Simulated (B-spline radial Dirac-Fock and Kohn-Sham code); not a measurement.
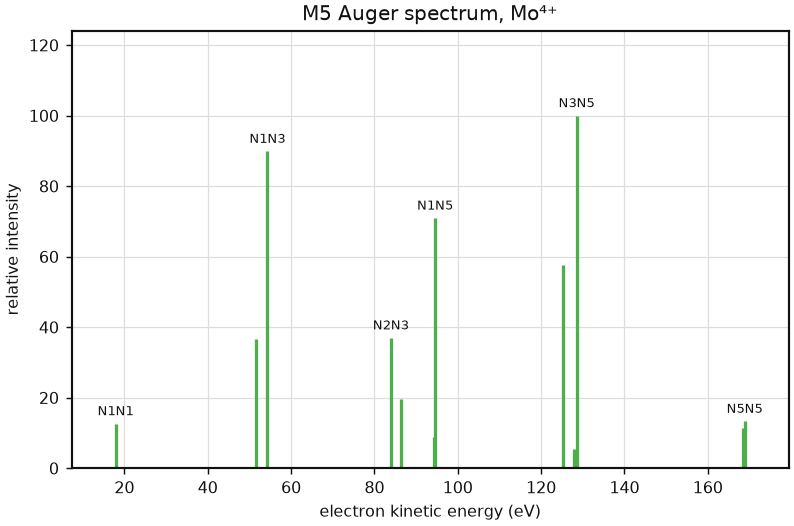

Fig. 1. Auger groups that fill an M5 (3d5/2) hole, as sticks. Kinetic energies count from the vacuum level; very weak lines are left out. The figure is for Mo⁴⁺ in the configuration [Kr] 4d2. Method: independent-particle Coulomb rates on relativistic LDA orbitals, configuration-average energies from Dirac–Fock (computed with a B-spline radial code).

Summarise the result.

The strongest group is M5-N3N5 at 128.5 eV (21 % of the non-radiative width), followed by M5-N1N3 at 54.31 eV (19 %), M5-N1N5 at 94.54 eV (15 %), M5-N2N5 at 125.3 eV (12 %). The lines shown span 17.88 eV to 168.8 eV.
